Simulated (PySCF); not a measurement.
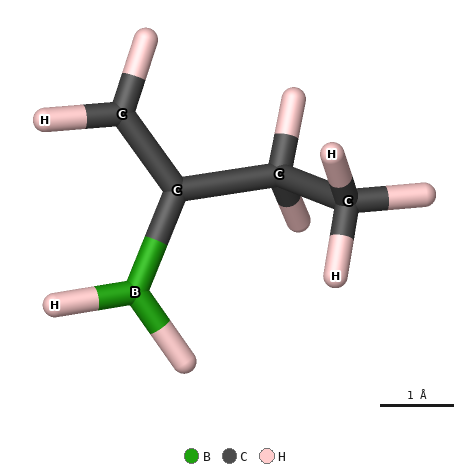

*The input geometry (stick view, seen on its broad side).*

Bond lengths as drawn: B–C 1.53 Å, B–H 1.18 to 1.20 Å, C–C 1.32 to 1.56 Å and C–H 1.07 to 1.11 Å.

**Geometry relaxation of C4H9B**

System: C4H9B, SMILES BC(=C)CC.
Method: PBE0-D3(BJ)/def2-SVP geometry optimisation, gas phase (PySCF 2.14.0).

It belongs to a series of runs on one base structure; here: constitutional isomer.

### The program's output
```
step   0  E = -182.28419451  max force = 0.038722
step   1  E = -182.28909974  max force = 0.003400
step   2  E = -182.28917132  max force = 0.000896
step   3  E = -182.28918797  max force = 0.000821
step   4  E = -182.28919625  max force = 0.000360
optimisation converged
```

### Trajectory as extended XYZ (Å, eV, eV/Å), 5 frames, from step=0 to step=4
```
14
Properties=species:S:1:pos:R:3:forces:R:3 step=0 energy=-4960.20558
B     0.6221    1.6982   -0.3158   -0.3314   0.0965  -0.1263
C     0.6745    0.2428    0.1392   -0.3100  -0.2139  -0.8245
C     1.4205   -0.1148    1.1736    1.4060   0.8158   1.4515
C    -0.0887   -0.8064   -0.5849   -1.9912   0.0333   0.6278
C    -1.6110   -0.6816   -0.2603    0.8680   0.1677   0.2432
H    -0.0402    2.0327   -1.2547   -0.1647   0.0267  -0.3455
H     1.2091    2.5412    0.2617    0.4757   0.4952   0.4353
H     1.5382   -1.1326    1.5102   -0.0877  -0.7324   0.1101
H     2.0139    0.6148    1.7579   -0.2909  -0.1143  -0.2615
H     0.0107   -0.6916   -1.6485    0.2917  -0.0023  -0.9739
H     0.2129   -1.8112   -0.2942    0.3499  -0.3847  -0.0203
H    -1.7675   -0.8293    0.8212   -0.0734  -0.0563  -0.0708
H    -2.2196   -1.3990   -0.8111   -0.1137  -0.2999  -0.1686
H    -1.9819    0.3218   -0.5019   -0.0283   0.1685  -0.0765
14
Properties=species:S:1:pos:R:3:forces:R:3 step=1 energy=-4960.33906
B     0.5735    1.6564   -0.2662    0.0529  -0.0456  -0.0475
C     0.6342    0.1698    0.1622   -0.0296   0.0767   0.1228
C     1.4227   -0.1479    1.2126   -0.0727  -0.1443  -0.1748
C    -0.1894   -0.8741   -0.5490   -0.0201  -0.0112  -0.1394
C    -1.6789   -0.7292   -0.2481   -0.0426  -0.0328  -0.0248
H    -0.0658    1.9981   -1.2350   -0.0424   0.0265  -0.0230
H     1.1917    2.4954    0.3478    0.0071  -0.0158   0.0381
H     1.5349   -1.1838    1.5633    0.0041   0.0583   0.0193
H     1.9924    0.6188    1.7392    0.0633   0.0715   0.0750
H    -0.0385   -0.7734   -1.6418    0.0161  -0.0277   0.1411
H     0.1514   -1.8870   -0.2722   -0.0087   0.0151  -0.0203
H    -1.8818   -0.8802    0.8233    0.0022  -0.0048   0.0125
H    -2.2825   -1.4581   -0.8148    0.0638   0.0387   0.0333
H    -2.0403    0.2779   -0.5117    0.0067  -0.0047  -0.0121
14
Properties=species:S:1:pos:R:3:forces:R:3 step=2 energy=-4960.34101
B     0.5775    1.6563   -0.2694    0.0032   0.0345   0.0226
C     0.6291    0.1714    0.1630   -0.0315  -0.0088   0.0060
C     1.4245   -0.1482    1.2062    0.0298   0.0460  -0.0061
C    -0.1937   -0.8747   -0.5468   -0.0049  -0.0093  -0.0139
C    -1.6834   -0.7322   -0.2509   -0.0107   0.0047  -0.0031
H    -0.0687    2.0210   -1.2275   -0.0022  -0.0330  -0.0023
H     1.2028    2.4829    0.3552    0.0175  -0.0033   0.0046
H     1.5396   -1.1777    1.5700   -0.0164  -0.0037  -0.0180
H     1.9982    0.6229    1.7297    0.0026  -0.0119   0.0059
H    -0.0357   -0.7792   -1.6351    0.0086  -0.0060   0.0120
H     0.1473   -1.8860   -0.2669   -0.0018  -0.0034  -0.0024
H    -1.8897   -0.8796    0.8208    0.0034   0.0016  -0.0035
H    -2.2778   -1.4660   -0.8165    0.0027  -0.0041   0.0030
H    -2.0468    0.2720   -0.5224   -0.0003  -0.0034  -0.0048
14
Properties=species:S:1:pos:R:3:forces:R:3 step=3 energy=-4960.34146
B     0.5789    1.6595   -0.2647   -0.0318   0.0169  -0.0129
C     0.6258    0.1746    0.1666   -0.0007   0.0254  -0.0038
C     1.4277   -0.1448    1.2042    0.0186  -0.0015   0.0192
C    -0.1956   -0.8736   -0.5433    0.0056   0.0091   0.0422
C    -1.6866   -0.7332   -0.2539    0.0079   0.0157   0.0017
H    -0.0738    2.0171   -1.2215    0.0110   0.0022   0.0056
H     1.2122    2.4844    0.3549    0.0023  -0.0087  -0.0070
H     1.5366   -1.1775    1.5595    0.0190  -0.0134   0.0192
H     2.0072    0.6214    1.7305   -0.0238  -0.0291  -0.0235
H    -0.0319   -0.7816   -1.6296    0.0070   0.0048  -0.0347
H     0.1457   -1.8837   -0.2603    0.0005  -0.0070   0.0063
H    -1.8965   -0.8766    0.8177    0.0009   0.0036  -0.0046
H    -2.2749   -1.4717   -0.8183   -0.0147  -0.0155  -0.0059
H    -2.0517    0.2684   -0.5323   -0.0018  -0.0024  -0.0019
14
Properties=species:S:1:pos:R:3:forces:R:3 step=4 energy=-4960.34169
B     0.5753    1.6608   -0.2625   -0.0024  -0.0008  -0.0046
C     0.6248    0.1760    0.1697   -0.0052  -0.0135   0.0045
C     1.4297   -0.1473    1.2042    0.0139   0.0104   0.0040
C    -0.1956   -0.8727   -0.5404   -0.0028   0.0031   0.0180
C    -1.6878   -0.7318   -0.2564    0.0086   0.0055  -0.0051
H    -0.0787    2.0158   -1.2189    0.0034   0.0066   0.0055
H     1.2134    2.4855    0.3523   -0.0051  -0.0026  -0.0017
H     1.5437   -1.1802    1.5583   -0.0003  -0.0042  -0.0001
H     2.0096    0.6178    1.7296   -0.0026  -0.0006  -0.0031
H    -0.0285   -0.7825   -1.6270    0.0044   0.0021  -0.0185
H     0.1451   -1.8825   -0.2548   -0.0042  -0.0019   0.0030
H    -1.9007   -0.8714    0.8149   -0.0011   0.0028   0.0007
H    -2.2744   -1.4731   -0.8199   -0.0054  -0.0058  -0.0003
H    -2.0526    0.2685   -0.5396   -0.0012  -0.0009  -0.0023
```

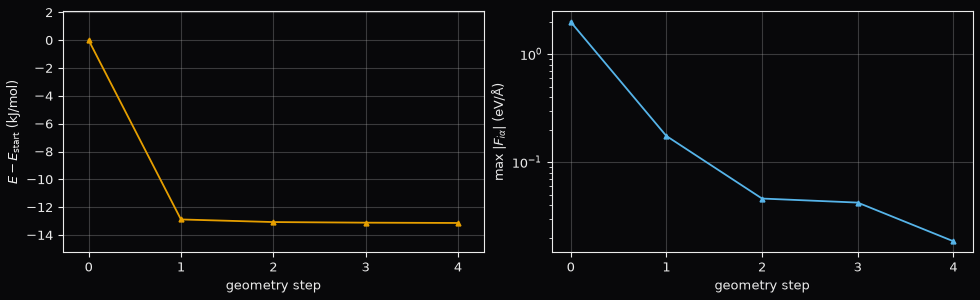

*Progress of the relaxation, step by step (steps are counted from 0).*

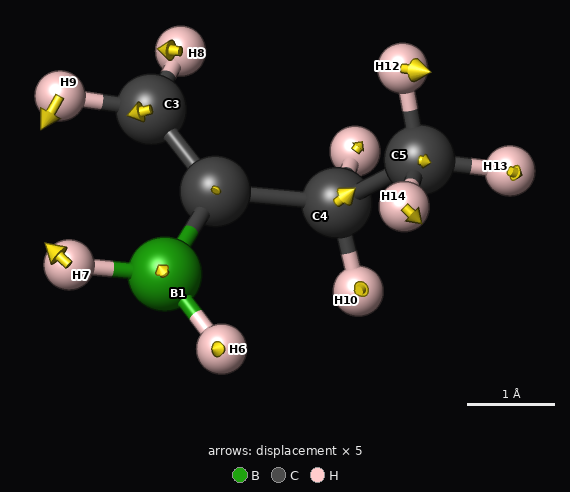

*The starting structure with the displacements as yellow arrows, magnified 5 times (ball-and-stick view, seen at a tilt). The two geometries are laid on each other by the best rigid fit.*

H9 moves most after the best rigid fit: 0.094 Å. Largest moves by element: H 0.094 Å, C 0.065 Å, B 0.033 Å. Distances before and after: C4–C5 1.561 → 1.525 Å, B1–H7 1.178 → 1.210 Å, C4–H10 1.074 → 1.103 Å, C2–C3 1.325 → 1.350 Å. Among the angles that change: H10–C4–H11 109.7° → 106.4°, H8–C3–H9 113.5° → 116.6°, B1–C2–C3 120.6° → 117.6°. The energy falls by 13.1 kJ/mol in 4 geometry steps. Largest force component: 2 eV/Å at the start, 0.018 eV/Å at the end. (Atoms are counted from 1 in the order of the input.)

The run was set up as follows.

### Input file
```
{"job": {"xc": "PBE0", "basis": "def2-SVP", "d3": "d3bj", "grid": 1, "shake": 0.01, "kind": "geom"}, "charge": 0, "multiplicity": 1}
B      0.622070     1.698180    -0.315820
C      0.674490     0.242790     0.139160
C      1.420530    -0.114830     1.173570
C     -0.088730    -0.806410    -0.584890
C     -1.611010    -0.681600    -0.260340
H     -0.040190     2.032670    -1.254660
H      1.209060     2.541150     0.261720
H      1.538170    -1.132630     1.510190
H      2.013920     0.614790     1.757860
H      0.010660    -0.691570    -1.648520
H      0.212880    -1.811180    -0.294160
H     -1.767510    -0.829300     0.821200
H     -2.219590    -1.398980    -0.811130
H     -1.981900     0.321830    -0.501940
```

The first line tells a small driver script what to run in PySCF; the rest is the geometry in Å.

Command:
```bash
OMP_NUM_THREADS=1 python <driver script> task.json out
```

### Key numbers

| quantity | value |
| --- | --- |
| outcome | converged |
| total energy | −182.289196 hartree |
| dipole moment | 1.20 D |
| point group | C1 |
| hardware | 1 CPU thread, shared host |
| wall time | 20 s |
| peak memory | 0.48 GiB |
